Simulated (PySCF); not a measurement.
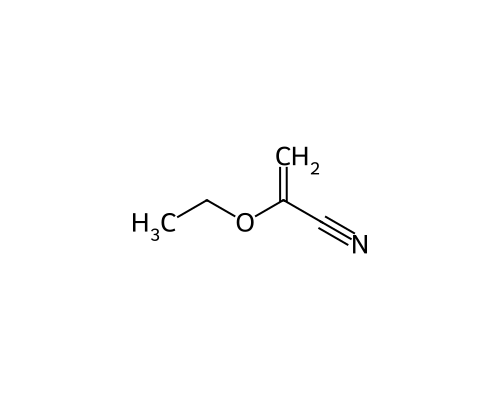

2D structure.

**Write the SMILES.**

C=C(C#N)OCC

**Give the formula, hydrogens included.**

C5H7NO.

**An optimisation with GFN2-xTB gave a structure of which point group?**

Cs. Other conformers may differ.

More results for the same structure follow; atom numbers are the same in all pictures, views and colours differ. The computed structure is the end point of a GFN2-xTB optimisation. No frequency run is at hand to confirm it as a minimum.

Geometry

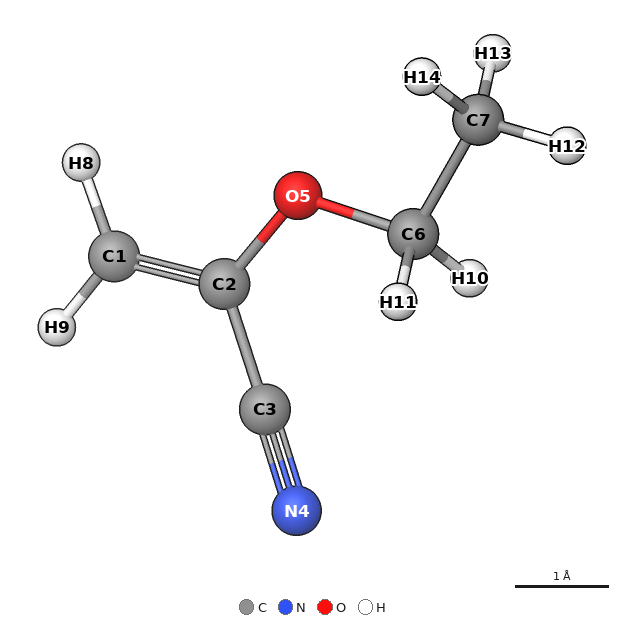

No frequency run is at hand to confirm it as a minimum.

**How are the neighbours of atom 6 arranged?**

C6 has 4 neighbours (O5 at 1.42, C7 at 1.52, H10 at 1.10, H11 at 1.10 Å); the arrangement is tetrahedral.

**Describe the coordination of atom 7.**

C7 has 4 neighbours (C6 at 1.52, H12 at 1.09, H13 at 1.09, H14 at 1.09 Å); the arrangement is tetrahedral.

**What is the geometry at O5?**

O5 has 2 neighbours (C2 at 1.36, C6 at 1.42 Å); the arrangement is bent.

**Describe the coordination of atom 2.**

C2 has 3 neighbours (C1 at 1.34, C3 at 1.42, O5 at 1.36 Å); the arrangement is trigonal planar.

**What is the dihedral angle C3–C2–O5–C6?**

0° in size, that is syn (eclipsed).

Excitation

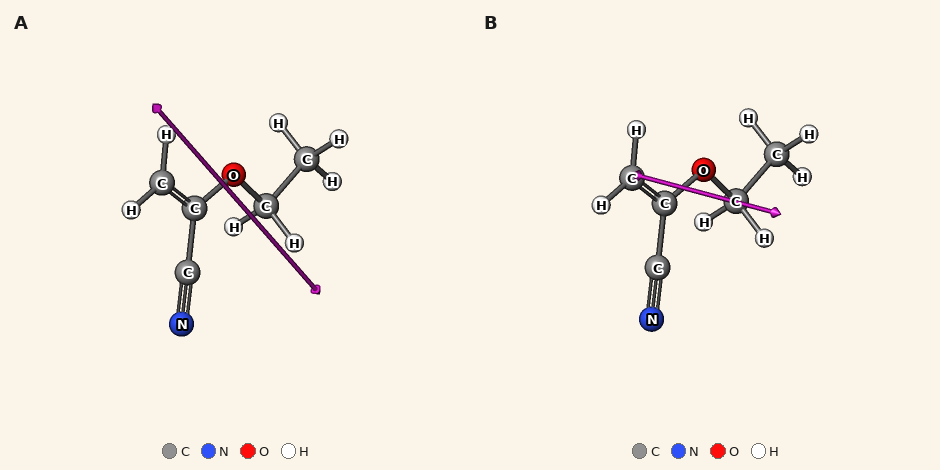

The double arrows show the directions of two transition dipoles from the ground state (lengths mean nothing). No frequency run is at hand to confirm it as a minimum. Method: TDDFT PBE0/def2-SVPD, vertical, gas phase, core orbitals frozen in the response (PySCF 2.14.0).

**One belongs to singlet state 1 and one to singlet state 3. Which is which?**

A: state 1, 5.56 eV (223 nm), oscillator strength 0.26, mainly HOMO → LUMO (weight 0.95).
B: state 3, 6.82 eV (182 nm), oscillator strength 0.019, mainly HOMO → LUMO+2 (weight 0.81).

NMR shielding

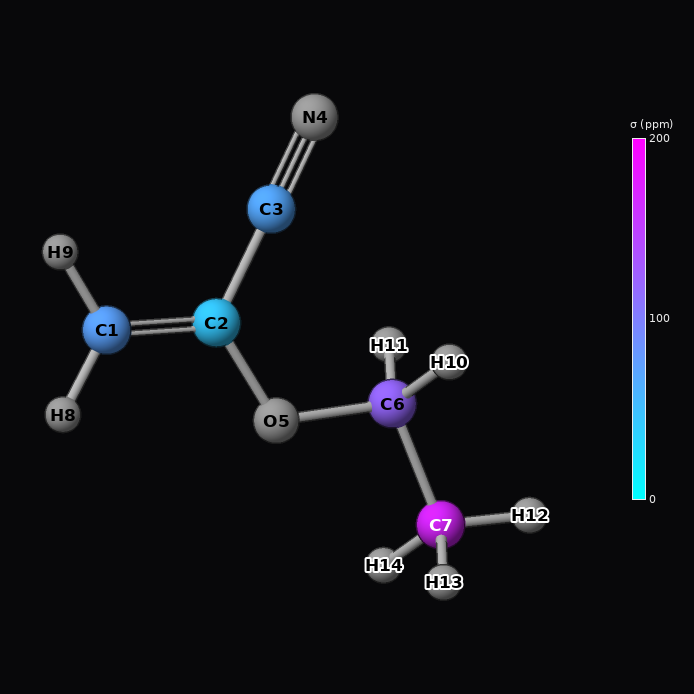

Atoms are coloured by their isotropic NMR shieldings (C only, the others grey). No frequency run is at hand to confirm it as a minimum. Method: GIAO PBE0/pcSseg-1 NMR shielding, non-relativistic, gas phase (PySCF 2.14.0).

List the isotropic NMR shieldings of the C atoms.

| atom | σ (ppm) |
| --- | --- |
| C1 | 72.3 |
| C2 | 42.9 |
| C3 | 67.8 |
| C6 | 118.1 |
| C7 | 169.6 |

Quadrupole coupling

No frequency run is at hand to confirm it as a minimum. Electric field gradients from the ground-state density, PBE0/pcSseg-1 (PySCF 2.14.0), non-relativistic apart from any core potentials.

Give the largest field-gradient component, the quadrupole coupling constant and the asymmetry for 14N at N4 (Q = 20.44 mb), 17O at O5 (Q = −25.6 mb), 2H at H8 (Q = 2.86 mb), 2H at H9 (Q = 2.86 mb).

```
atom  V_zz (a.u.)  e²qQ/h (MHz)     η
  N4       −0.989         −4.75  0.14
  O5        1.913        −11.51  0.78
  H8        0.341         0.229  0.06
  H9        0.340         0.229  0.08
```

Charges

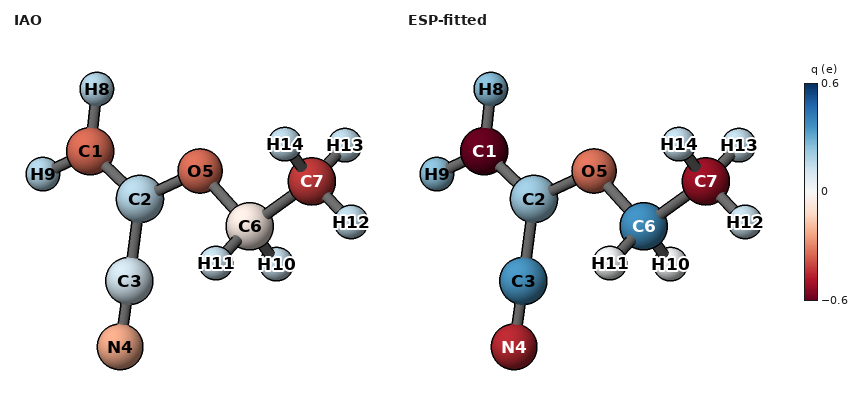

Atomic charges of one calculation by 2 schemes, on one colour scale. No frequency run is at hand to confirm it as a minimum. Level of theory: PBE0/pcSseg-1 (PySCF 2.14.0).

**Which scheme gives the most polar picture (largest mean size of the charges)?**

The ESP-fitted charges are the largest in size here.

**On which atom do the schemes disagree most?**

On C6 (from −0.05 to 0.37 e).

List the charges (e), one line for each set of equivalent atoms.

```
    atom    IAO  ESP-fitted
      C1  −0.34       −0.59
      C2   0.17        0.21
      C3   0.11        0.35
      N4  −0.22       −0.45
      O5  −0.33       −0.32
      C6  −0.05        0.37
      C7  −0.42       −0.50
      H8   0.17        0.25
      H9   0.18        0.25
H10, H11   0.14        0.01
     H12   0.15        0.13
H13, H14   0.15        0.14
```
